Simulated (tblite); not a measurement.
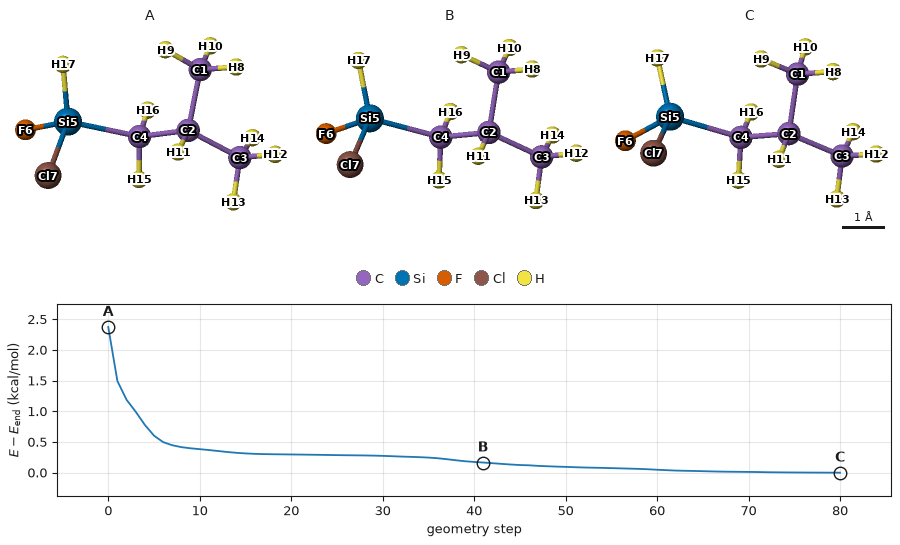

Frames of a relaxation of C$_{4}$H$_{10}$ClFSi, marked on the history of the run. Style: ball-and-stick. Shown at a tilt.

These are results of GFN2-xTB geometry optimisation, gas phase in tblite 0.8.0, not measurements. 

> What happens along the run?

After 80 geometry steps the energy has fallen by 2.37 kcal/mol. The atom that moves furthest after the best rigid fit is Cl7 (0.61 Å). Largest moves by element: Cl 0.61 Å, H 0.52 Å, F 0.31 Å, C 0.17 Å, Si 0.13 Å. Some distances before and after: Si5–Cl7 2.040 → 2.006 Å, Si5–H17 1.480 → 1.451 Å, C4–Si5 1.875 → 1.896 Å, C2–C4 1.546 → 1.534 Å. Bond angles that change, for instance: F6–Si5–H17 109.3° → 103.3°, C4–Si5–H17 112.0° → 117.2°, F6–Si5–Cl7 109.2° → 106.5°. From step 0 to 41: Cl7 moves most (0.30 Å), energy −2.21 kcal/mol. From step 41 to 80: Cl7 moves most (0.31 Å), energy −0.17 kcal/mol.

| step | E − E(0), kcal/mol |
| --- | --- |
| 0 | 0.00 |
| 1 | -0.88 |
| 2 | -1.18 |
| 3 | -1.38 |
| 4 | -1.59 |
| 5 | -1.77 |
| 6 | -1.88 |
| 7 | -1.93 |
| 8 | -1.96 |
| 9 | -1.98 |
| 10 | -1.99 |
| 14 | -2.05 |
| 17 | -2.07 |
| 21 | -2.08 |
| 25 | -2.09 |
| 28 | -2.09 |
| 32 | -2.11 |
| 36 | -2.14 |
| 39 | -2.19 |
| 43 | -2.23 |
| 47 | -2.26 |
| 51 | -2.28 |
| 54 | -2.30 |
| 58 | -2.31 |
| 62 | -2.34 |
| 65 | -2.35 |
| 69 | -2.36 |
| 73 | -2.37 |
| 76 | -2.37 |
| 80 | -2.37 |
